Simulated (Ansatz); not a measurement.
**One shape, several levels: H3S+ (sulfonium)**

We compute a comparison of 6 runs (SVWN5/3-21G, UPBE0/6-31G, revPBE/3-21G, MP2/3-21G, CCSD(T)/6-31G, FCI/3-21G) of H3S+ (sulfonium). 

The results are computed with Ansatz 0.2.0.

9 further runs of the same task are left out: 7 that didn't finish, 2 set aside as unsound or not needed.

## 1. The molecule

H3S+: 4 atoms, total charge +1, spin state singlet. As SMILES, `[SH3+]`. The H2–S1 distance was set to 2.033 Å, away from the relaxed value. At this shape a bond of the SMILES string is far longer than usual.

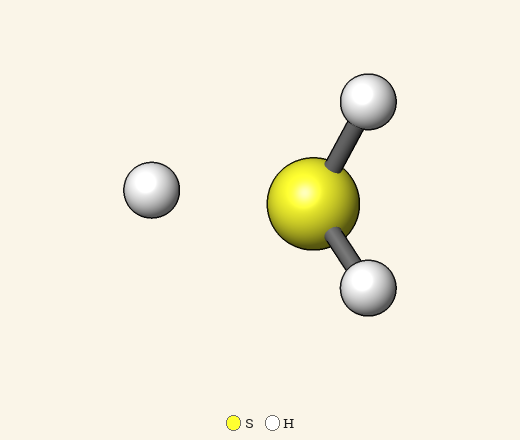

Viewed from a chosen angle; sulfur yellow, hydrogen white.

## 2. The energy at SVWN5/3-21G (run 1)

Input file in.yaml:

```yaml
basis:
  gaussian:
    orbitals: 3-21G.json
crystal:
  periodic: [false, false, false]
  atoms:
    - {symbol: S, position_ang: [0.028417, -0.291827, -1.036107]}
    - {symbol: H, position_ang: [0.848020, 0.280920, 0.734350]}
    - {symbol: H, position_ang: [-0.767353, -1.228847, -0.465127]}
    - {symbol: H, position_ang: [-0.928703, 0.667003, -1.003597]}
total_charge: 1
hamiltonian:
  xc: {name: SVWN5}
accuracy: high
```

The basis set 3-21G is read from a file made from the Basis Set Exchange's data (not shown).

Launch:

```bash
$ ansatz run in.yaml --threads 1 --pin off --max-ram 2610MiB --events-out events.jsonl --progress --plain --runs-dir runs
```

Log:

```text
Warning: RAYON_NUM_THREADS=1 ignored (pool sized by the plan → 1); use --threads N
Functional definition: SVWN5
  name "SVWN5"
  exchange = slater_x
  correlation = vwn5_c
357 factors; integrals over basis functions are off by at most 2.8e-9 eV
mean field evaluation 1: about -10775.5423 eV, gradient 3.8e1 eV
mean field evaluation 2: about -10760.3282 eV, gradient 6.6e1 eV
mean field evaluation 4: about -10780.7241 eV, gradient 7.2e0 eV
mean field evaluation 8: about -10781.0001 eV, gradient 1.1e-1 eV
mean field evaluation 16: about -10781.0001 eV, gradient 3.6e-6 eV
mean field -10781.00011949 eV, -396.1944467668 hartree, gradient 2.1e-8 eV, S^2 0.000000; 0 other end points of the search recorded, 0 dependent functions left out
reference -10781.00012124 eV, -396.1944468311 hartree; 9, 9 occupied and 10, 10 virtual orbitals, 357 factors
Total energy: -10781.00012124 eV, -396.1944468311 hartree
```

It took 0.38 s on 1 thread of Arm Neoverse V2, shared host.

## 3. The energy at UPBE0/6-31G (run 2)

Input file job.yaml:

```yaml
crystal:
  periodic: [false, false, false]
  atoms:
    - symbol: S
      position_ang: [0.028417, -0.291827, -1.036107]
    - symbol: H
      position_ang: [0.848020, 0.280920, 0.734350]
    - symbol: H
      position_ang: [-0.767353, -1.228847, -0.465127]
    - symbol: H
      position_ang: [-0.928703, 0.667003, -1.003597]
basis:
  gaussian: {orbitals: 6-31G}
total_charge: 1
magnetization: {spin_polarized: true}
hamiltonian: {xc: pbe0}
accuracy: high
```

Launch:

```bash
$ ansatz run job.yaml --threads 1 --pin off --max-ram 2610MiB --events-out events.jsonl --progress --plain --runs-dir runs
```

Log:

```text
Warning: RAYON_NUM_THREADS=1 ignored (pool sized by the plan → 1); use --threads N
Functional definition: PBE0
  name "PBE0"
  parameter a = 0.25
  parameter kappa = 0.804
  parameter beta = 0.06672455060314922
  exchange = (1 - a)*pbe_x(kappa = kappa, mu = beta*pi^2/3) + a*exact_x
  correlation = pbe_c(beta = beta)
407 factors; integrals over basis functions are off by at most 3.1e-9 eV
mean field evaluation 1: about -10864.0513 eV, gradient 2.0e1 eV
mean field evaluation 2: about -10859.0355 eV, gradient 3.1e1 eV
mean field evaluation 4: about -10867.7224 eV, gradient 9.1e-1 eV
mean field evaluation 8: about -10867.7217 eV, gradient 1.0e-3 eV
mean field evaluation 16: about -10867.7217 eV, gradient 1.6e-8 eV
mean field -10867.72167969 eV, -399.3814053224 hartree, gradient 1.6e-8 eV, S^2 0.000000; 1 other end points of the search recorded, 0 dependent functions left out
reference -10867.72168118 eV, -399.3814053769 hartree; 9, 9 occupied and 10, 10 virtual orbitals, 407 factors
Total energy: -10867.72168118 eV, -399.3814053769 hartree
```

Wall time 0.99 s (1 thread of Arm Neoverse V2, shared host); peak memory 0.1 GiB.

Run 3 isn't shown in full; the table further down has it.

## 4. The energy at MP2/3-21G (run 4)

Input file job.yaml:

```yaml
crystal:
  periodic: [false, false, false]
  atoms:
    - {symbol: S, position_ang: [0.028417, -0.291827, -1.036107]}
    - {symbol: H, position_ang: [0.848020, 0.280920, 0.734350]}
    - {symbol: H, position_ang: [-0.767353, -1.228847, -0.465127]}
    - {symbol: H, position_ang: [-0.928703, 0.667003, -1.003597]}
basis:
  gaussian:
    orbitals: 3-21G.json
total_charge: 1
correlation:
  method: mp2
  frozen_orbitals: {H: 0, S: 5}
accuracy: high
```

The basis set 3-21G is read from a file made from the Basis Set Exchange's data (not shown).

Launch:

```bash
$ ansatz run job.yaml --threads 1 --pin off --max-ram 2610MiB --events-out events.jsonl --progress --plain --runs-dir runs
```

Log:

```text
Warning: RAYON_NUM_THREADS=1 ignored (pool sized by the plan → 1); use --threads N
Functional definition: HF
  name "HF"
  exchange = exact_x
  correlation = 0
357 factors; integrals over basis functions are off by at most 2.8e-9 eV
mean field evaluation 1: about -10797.9815 eV, gradient 1.9e1 eV
mean field evaluation 2: about -10797.9775 eV, gradient 1.9e1 eV
mean field evaluation 4: about -10799.5233 eV, gradient 1.0e0 eV
mean field evaluation 8: about -10799.5300 eV, gradient 6.9e-4 eV
mean field -10799.53003501 eV, -396.8754086021 hartree, gradient 4.0e-8 eV, S^2 0.000000; 0 other end points of the search recorded, 0 dependent functions left out; unrestricted orbitals would lower it
mean field evaluation 16: about -10799.6969 eV, gradient 1.2e-1 eV
5 core orbitals not correlated: weight in the atoms' cores, before any rotation towards them, 1.000 or more for the frozen orbitals, at most 0.000 for the correlated occupied ones
reference -10799.53003501 eV, -396.8754086021 hartree; 4, 4 occupied and 10, 10 virtual orbitals, 357 factors
second order -2.22161412 eV of doubles, -0.00000000 eV of singles
Total energy: -10801.75164913 eV, -396.9570514151 hartree
```

It took 0.1 s on 1 thread of Arm Neoverse V2, shared host.

Run 5 isn't shown in full; the table further down has it.

## 5. The energy at FCI/3-21G (run 6)

job.yaml: that of step 4 with these lines changed.

```diff
@@ -12,3 +12,3 @@
 correlation:
-  method: mp2
+  method: fci
   frozen_orbitals: {H: 0, S: 5}
```

The basis set 3-21G is read from a file made from the Basis Set Exchange's data (not shown).

Launch:

```bash
$ ansatz run job.yaml --threads 1 --pin off --max-ram 2610MiB --events-out events.jsonl --progress --plain --runs-dir runs
```

Log:

```text
Warning: RAYON_NUM_THREADS=1 ignored (pool sized by the plan → 1); use --threads N
[... 4 set-up lines as earlier in the session ...]
357 factors; integrals over basis functions are off by at most 2.8e-9 eV
mean field evaluation 1: about -10797.9815 eV, gradient 1.9e1 eV
mean field evaluation 2: about -10797.9775 eV, gradient 1.9e1 eV
mean field evaluation 4: about -10799.5233 eV, gradient 1.0e0 eV
mean field evaluation 8: about -10799.5300 eV, gradient 6.9e-4 eV
mean field -10799.53003501 eV, -396.8754086021 hartree, gradient 4.0e-8 eV, S^2 0.000000; 0 other end points of the search recorded, 0 dependent functions left out; unrestricted orbitals would lower it
mean field evaluation 16: about -10799.6969 eV, gradient 1.2e-1 eV
5 core orbitals not correlated: weight in the atoms' cores, before any rotation towards them, 1.000 or more for the frozen orbitals, at most 0.000 for the correlated occupied ones
reference -10799.53003501 eV, -396.8754086021 hartree; 4, 4 occupied and 10, 10 virtual orbitals, 357 factors
state -10802.55153954 eV, -396.9864468457 hartree
Total energy: -10802.55153954 eV, -396.9864468457 hartree
```

Run time: 2.5 s. Hardware: 1 thread of Arm Neoverse V2, shared host; peak memory 0.14 GiB.

## 6. Overview of the runs

```
run          level  frozen core orbitals  energy (Eh)  wall time
  1    SVWN5/3-21G                     –  -396.194447     0.38 s
  2    UPBE0/6-31G                     –  -399.381405     0.99 s
  3   revPBE/3-21G                     –  -397.522742     0.52 s
  4      MP2/3-21G                     5  -396.957051      0.1 s
  5  CCSD(T)/6-31G                     5  -398.905402     0.18 s
  6      FCI/3-21G                     5  -396.986447      2.5 s
```

## 7. Results

| quantity | value |
| --- | --- |
| run 6: total energy | -396.98645 Eh |
| run 6: correlation energy (5 core orbitals frozen) | -111.0 mEh |

In words: Against full CI in this basis: MP2 +29.4 mEh. Totals of different functionals can't be ranked against each other. In runs 4, 5 the log says that unrestricted orbitals would lower the reference, so the values rest on an unstable closed-shell determinant (other closed-shell runs at this shape may share the fault). All runs together took 4.7 s, the longest 2.5 s.
